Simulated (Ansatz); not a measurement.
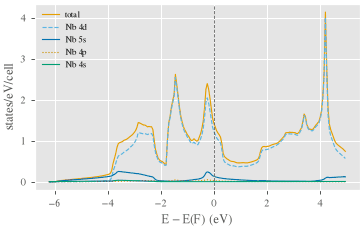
Figure: Total and projected density of states of Nb (bcc (W type), Im-3m), plane-wave PAW PBEsol (Ansatz code)

Q: Which orbitals carry the states next to the Fermi level?

A: Within 0.5 eV of the Fermi level: Nb 4d 86 %, Nb 5s 9 %. Projections are on Löwdin-orthogonalised atomic valence shells; empty p or d shells of many metals are not among them.

Q: Where is the tallest occupied peak in this window, and what makes it?

A: Near -1.4 eV, about 2.6 states/eV per cell; the largest projected share is Nb 4d.

The cell was relaxed with PBEsol under the symmetry of its start. The run is not spin-polarised. Spin–orbit coupling is left out wherever it is not named.

Potentials: the earlier of the program's two PAW sets. The files were generated under PBE; for other functionals the program regenerates the frozen cores, and for LDA and PBEsol the local potential too.
